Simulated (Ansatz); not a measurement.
System: H3 (cation, charge +1), singlet: collinear H-H-H surface. Scanned: first H-H distance and second H-H distance.

Cartesian coordinates as functions of the variables (Å; names that start with a are angles):
```
H  0  0  -r1
H  0  0  0
H  0  0  r2
```

Calculation: MP2 on RHF/aug-cc-pVDZ, frozen core run with Ansatz (a quantum-chemistry and plane-wave program).

Energy in kJ/mol above the lowest grid point; x is the first H-H distance (Å), y the second H-H distance (Å).

```csv
y \ x,0.63,0.69,0.75,0.79,0.86,0.93,1.03,1.09,1.24,1.37,1.56,1.83,2.15
2.15,276.6,244.9,231.9,230.4,237.5,252.5,281.6,301.0,350.9,391.9,445.1,505.1,554.7
1.87,254.9,220.7,205.2,202.2,206.6,219.2,245.4,263.4,310.6,350.3,402.4,462.1,512.5
1.58,215.8,179.1,161.2,156.6,158.4,168.8,192.2,208.9,253.3,291.3,341.8,400.1,450.2
1.40,181.3,143.3,124.2,118.8,119.4,128.7,150.6,166.5,209.2,246.0,295.0,351.9,400.9
1.20,134.8,96.0,76.0,70.1,69.7,78.0,98.6,113.7,154.6,189.9,236.8,291.2,337.7
1.11,112.6,73.7,53.5,47.4,46.8,54.8,74.9,89.7,129.8,164.3,210.2,263.0,307.7
1,87.2,48.3,28.1,21.9,21.1,28.9,48.6,63.0,102.2,135.8,180.2,230.7,272.3
0.93,74.1,35.3,15.2,9.1,8.3,16.0,35.4,49.8,88.4,121.4,164.7,213.3,252.5
0.87,66.7,28.1,8.0,2.0,1.3,8.9,28.3,42.5,80.7,113.2,155.5,202.3,239.2
0.81,64.9,26.4,6.6,0.6,0.0,7.7,27.1,41.2,79.0,110.9,152.1,197.0,231.4
0.75,71.5,33.3,13.6,7.8,7.3,15.2,34.6,48.6,86.0,117.4,157.4,200.3,231.9
0.69,90.7,52.7,33.3,27.6,27.3,35.3,54.8,68.8,105.9,136.7,175.5,216.1,244.9
0.63,128.4,90.7,71.5,66.0,66.0,74.1,93.7,107.8,144.6,174.8,212.4,250.6,276.6
```

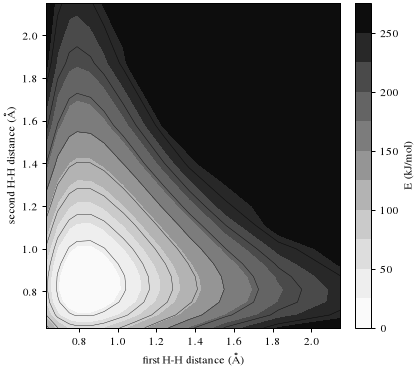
Fig. 1. Energy surface, cut off at 263 kJ/mol.

Points that lie below all their neighbours on the grid: x = 0.86, y = 0.81 (0.0 kJ/mol).
